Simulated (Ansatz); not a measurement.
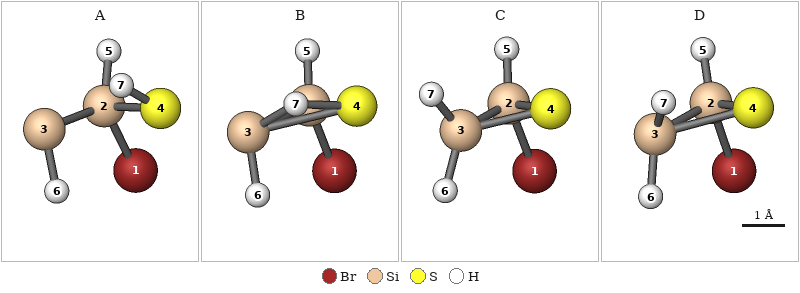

4 geometries from a converged minimum-energy path of Si₂H₃SBr, shuffled. A ball-and-stick model, seen from a free direction.

The calculation used RKS B3LYP-D4/def2-SVP in Ansatz 0.2.0. Settings: 9 movable images; climbing image; force threshold 0.05 eV/Å; iteration limit 60; starting path through a guess of the saddle point.

Question: Which frame is the top of the path?

Answer: B. In order along the path, whose images run from 0 to 10: C (image 1, +0.06 eV), D (image 3, +0.95 eV), B (image 5, +1.85 eV), A (image 7, +1.58 eV). A hydrogen atom shifts from one atom to another. Breaking: Si3–H7 (1.49 → 1.65 at the top → 3.01 Å). Forming: S4–H7 (3.13 → 1.71 at the top → 1.36 Å).
